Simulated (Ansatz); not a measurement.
Cl···BF$_{3}$ (SMILES [Cl-].FB(F)F) (charge −1)

Input file:

```
crystal:
  periodic: [false, false, false]
  atoms:
    - {symbol: Cl, position_ang: [-0.163824, -0.085051, -1.802883]}
    - {symbol: F, position_ang: [-0.530410, 1.208726, 1.532371]}
    - {symbol: B, position_ang: [0.100522, 0.052188, 1.106293]}
    - {symbol: F, position_ang: [1.452158, 0.080478, 1.405416]}
    - {symbol: F, position_ang: [-0.505983, -1.073356, 1.637803]}
basis:
  gaussian: {orbitals: "def2-TZVPPD.json"}
total_charge: -1
hamiltonian: {xc: pbe0, dispersion: d4}
output: {orbitals: {seedname: orbitals}}
```

Run with:

```sh
ansatz run in.yaml --threads 4 --pin off --events-out ev --progress --plain --max-ram 9574MiB
```

Geometry: rigid move from PBE0-D4/def2-TZVPD.

Level of theory: Ansatz 0.2.0, RKS PBE0-D4/def2-TZVPPD.

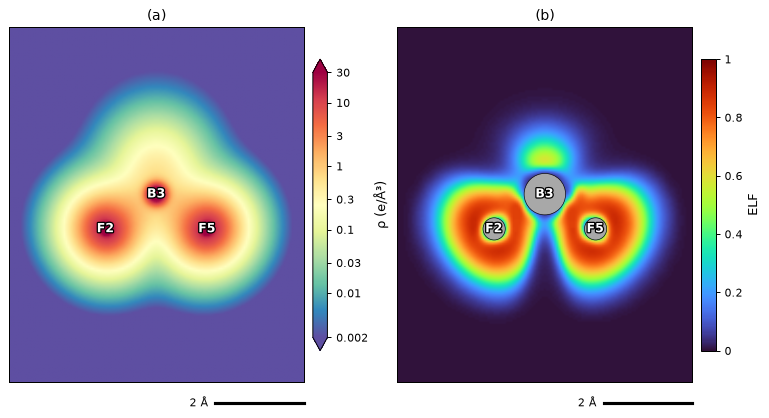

Figure 1. (a) total electron density; (b) ELF on the plane of atoms F2, B3 and F5. Grey discs cover the atomic cores in the ELF map.

**What do the fields say about this system?**

The section cuts through F and B sites. B–F (1.38 Å): ρ is about 1.9 e/Å³ halfway; the ELF peaks at about 0.85 between the atoms: a polar covalent bond. The ELF also peaks beside F2 and F5, away from the bonds: lone-pair regions.

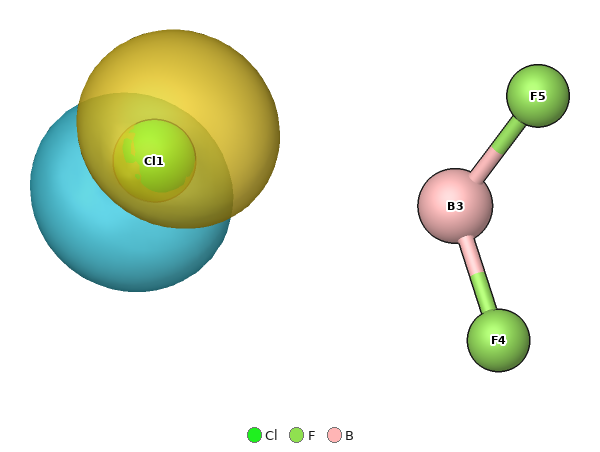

Figure 2. The HOMO at ±0.2 Å⁻³ᐟ² (yellow and cyan are the two phases), seen at a tilt.

**Where does this orbital lie, and at what energy?**

Its weight (Hirshfeld) is mainly on Cl1 (about 100 %); largely a lone pair of Cl1. It is one of a degenerate set, so its orientation is arbitrary. Its energy is −2.55 eV.
